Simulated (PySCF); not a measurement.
H$_{2}$S···CO

```xyz
5

S     0.2645    0.6508    0.1598
H     1.3612   -0.1115    0.0347
H    -0.5510   -0.3534   -0.1986
C    -3.0852   -1.2575   -0.5667
O    -4.1990   -1.3840   -0.6257
```

Geometry: PBE0-D3(BJ)/def2-TZVPD.

The calculation used wB97M-D3(BJ)/def2-TZVPD, SCF density, gas phase in PySCF 2.14.0.

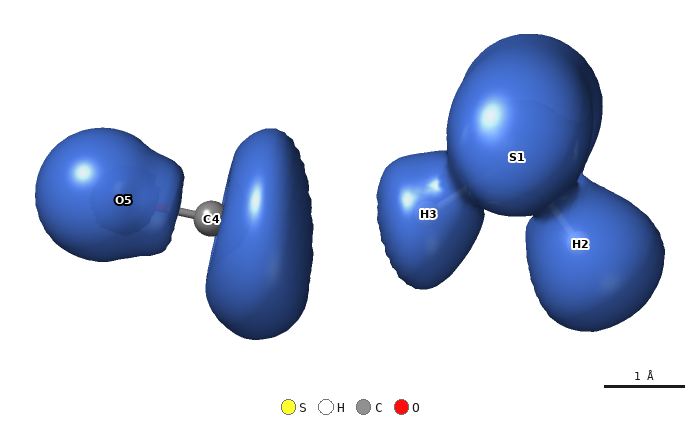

Figure 1. Isosurface of the electron localisation function at 0.75 (blue), seen across its widest extent. Only the valence region is drawn (cores and ρ < 0.01 e/Å³ removed).

### Where are the electrons localised?

At this value the surface marks out one region on O in which the atom's valence shell and bonds are merged, one lobe on C, pointing away from the bonds (lone pairs) and one joined region spread over several atoms (H, S), in which their bonds and any lone pairs are merged.


C4···H3 (2.72 Å): the ELF dips to about 0.05 between them; a non-bonded, intermolecular contact. C–O (1.12 Å): the ELF peaks at about 0.85 between the atoms: a short, multiple covalent bond.

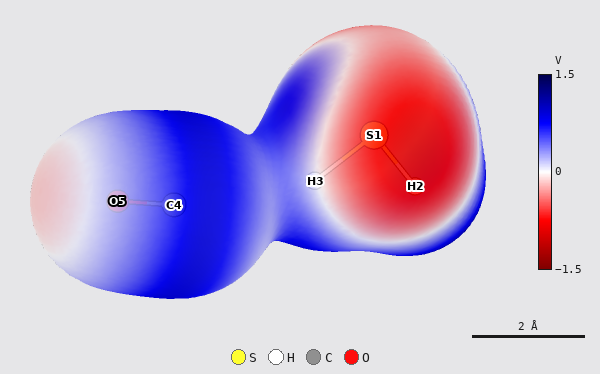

Figure 2. The molecular electrostatic potential painted on the density surface at 0.002 e/bohr³, seen at a tilt; red is negative and blue positive.

### Describe the electrostatic potential map.

The most negative region (about −0.9 V, or −21 kcal/mol for a unit charge) lies over S1, the most positive (about +1.3 V, or +30 kcal/mol for a unit charge) over H2.

### How polar is the complex by this calculation?

Its dipole moment is 1.10 D.

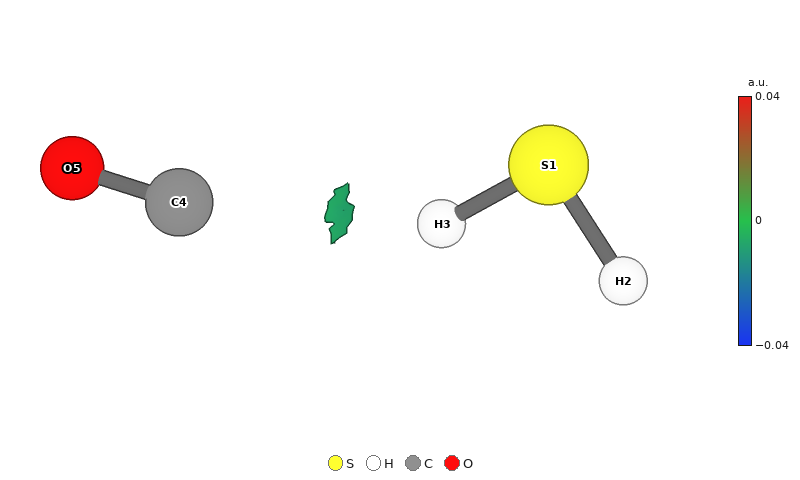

Figure 3. Non-covalent interaction (NCI) plot: the surface where the reduced density gradient is 0.5, for densities under 0.05 a.u., coloured by sign(λ₂)ρ; seen at a tilt.

### What holds or crowds the atoms apart from the covalent bonds?

Between H3 on one side and C4 on the other: a weak contact (green).
